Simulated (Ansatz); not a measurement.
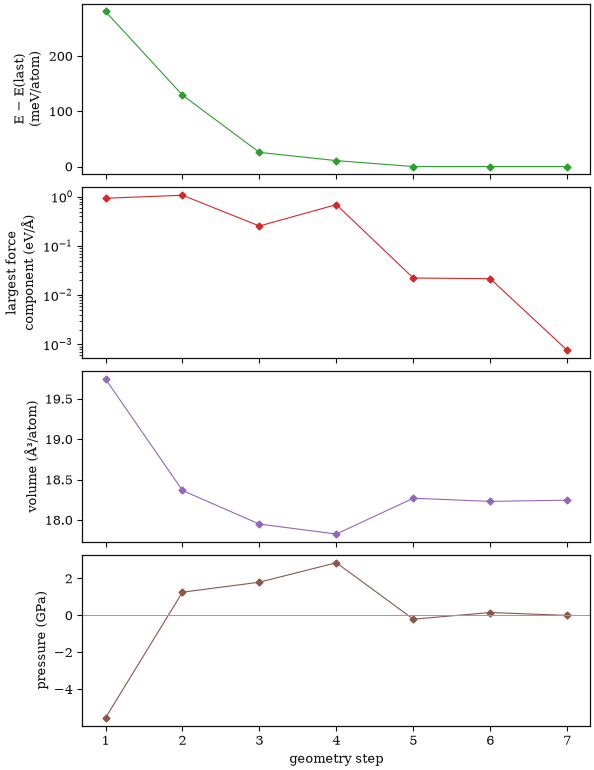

History of a geometry optimisation. Atoms and cell relax. A closing SCF on a freshly chosen basis isn't drawn.

```
crystal:
  lattice:
    - [0.0, 4.2532298, 0.0]
    - [4.2532298, 0.0, 0.0]
    - [2.1266149, 2.1266149, -5.45774942]
  atoms:
    - { symbol: Re, position: [0.75, 0.25, 0.5] }
    - { symbol: Re, position: [0.25, 0.75, 0.5] }
    - { symbol: La, position: [0.0, 0.0, 0.0] }
    - { symbol: Zn, position: [0.378, 0.378, 0.244] }
    - { symbol: Zn, position: [0.622, 0.622, 0.756] }
  symmetry: { tolerance: 0.0003 }
kpoints:
  mp_grid: { grid: [5, 5, 5], shift: [0, 0, 0] }
magnetization:
  spin_polarized: false
scf:
  occupations: { method: fermi_dirac }
  mixing: { preconditioner: local_kerker }
  algorithm: density_mixing
hamiltonian:
  pseudopotentials: { kind: paw }
  xc: r2scan
basis:
  ecutwfc: 500
output:
  forces: true
  stress: true
  eigenvalues: true
relax:
  max_steps: 40
  cell: {}
```

Launched with:
```bash
ansatz run input.yaml --threads 1 --pin off --max-ram 2560MiB --backend cpu --events-out ev --progress --plain --runs-dir out
```

**How did the optimisation end?**

The optimisation met its thresholds at geometry 7, counting the start as the first. The energy fell by about 280 meV/atom from the first step to the last. The largest force component goes from about 0.93 eV/Å at the start to 8 × 10⁻⁴ eV/Å at the end.

**What happens to the cell?**

The volume shrinks from 19.7 to 18.2 Å³ per atom (−8 %), overshooting to 17.8 at step 4, as the pressure goes from −5.5 GPa to about 0 GPa. The start was expanded.
